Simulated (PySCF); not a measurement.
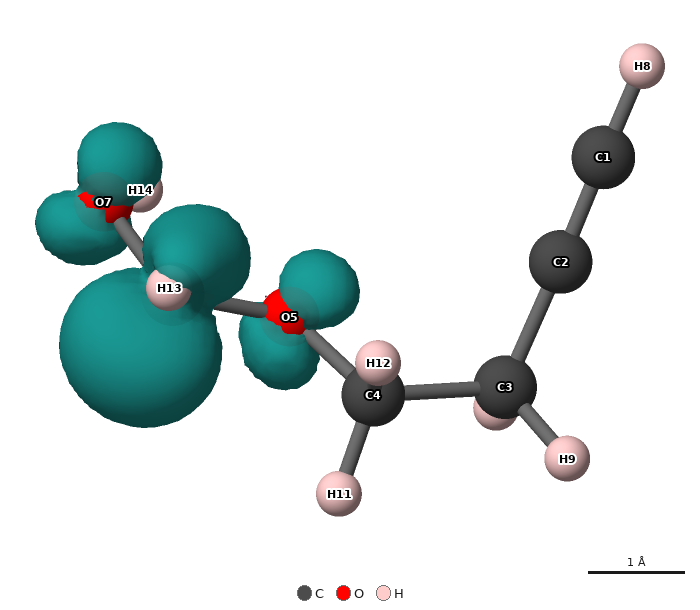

Figure. C$_{5}$H$_{7}$O$_{2}$ (SMILES C#CCCO[CH]O) (doublet). Isosurfaces of the spin density at +0.04 (teal) and −0.04 e/Å³ (pink), seen across its widest extent.

Geometry: GFN2-xTB.

The calculation used UKS B3LYP, pcH-1 on C H O, non-relativistic, mean-field spin-orbit, GIAO (PySCF 2.14.0, density-fitted response routines).

| atom | x (Å) | y (Å) | z (Å) |
| --- | --- | --- | --- |
| C | 2.2603 | 1.6513 | 0.1518 |
| C | 1.8546 | 0.5602 | -0.1232 |
| C | 1.3258 | -0.7535 | -0.4311 |
| C | -0.0339 | -0.9712 | 0.2381 |
| O | -0.9699 | -0.1140 | -0.3677 |
| C | -2.1875 | -0.0041 | 0.2680 |
| O | -2.9718 | 0.9965 | -0.2287 |
| H | 2.6279 | 2.6059 | 0.3824 |
| H | 2.0228 | -1.5188 | -0.0808 |
| H | 1.2091 | -0.8494 | -1.5135 |
| H | -0.3497 | -2.0181 | 0.1117 |
| H | 0.0321 | -0.7580 | 1.3146 |
| H | -2.1988 | -0.0670 | 1.3505 |
| H | -2.6216 | 1.2398 | -1.0943 |

Where is the unpaired spin?

Answer. The unpaired spin (1 electron) lies mostly on C6 (about 0.6), O7 (about 0.2) and O5 (about 0.1), in electrons by Hirshfeld's partition.
